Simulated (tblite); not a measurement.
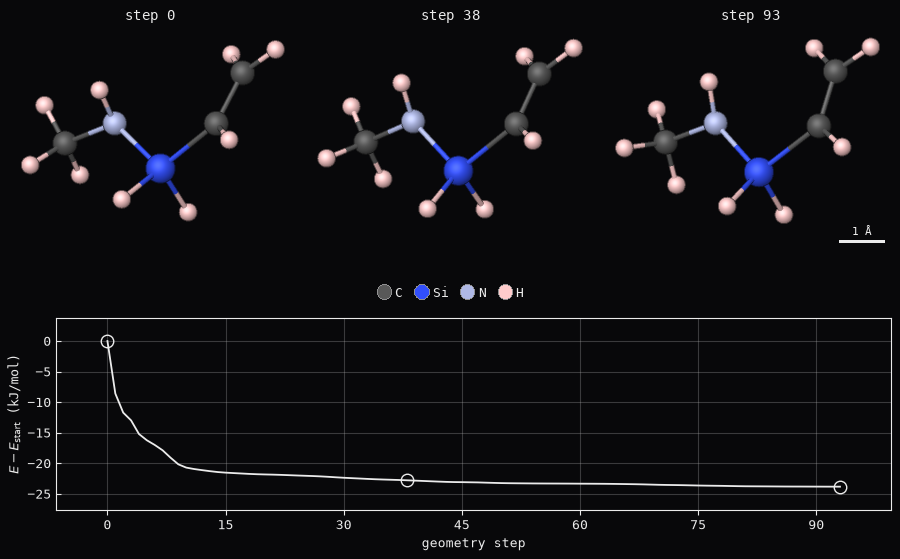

Frames of a relaxation of C3H9NSi, marked on the history of the run. Style: ball-and-stick. Shown at a tilt.

The calculation used GFN2-xTB geometry optimisation, gas phase in tblite. 

Question: Describe the path.

Answer: The atom that moves furthest after the best rigid fit is an H atom (0.47 Å). Largest moves by element: H 0.47 Å, C 0.18 Å, Si 0.09 Å, N 0.02 Å. Among the contacts that change: C–Si 1.809 → 1.881 Å, C–C 1.350 → 1.322 Å, N–Si 1.699 → 1.718 Å, C–H 1.097 → 1.078 Å. Among the angles between lasting bonds that change: Si–N–H 107.5° → 117.7°, N–Si–H 106.4° → 115.5°, C–N–H 108.2° → 111.5°. Over 93 geometry steps the energy falls by 23.8 kJ/mol. From step 0 to 38: an H atom moves most (0.25 Å), energy −22.8 kJ/mol. From step 38 to 93: an H atom moves most (0.36 Å), energy −1.04 kJ/mol.
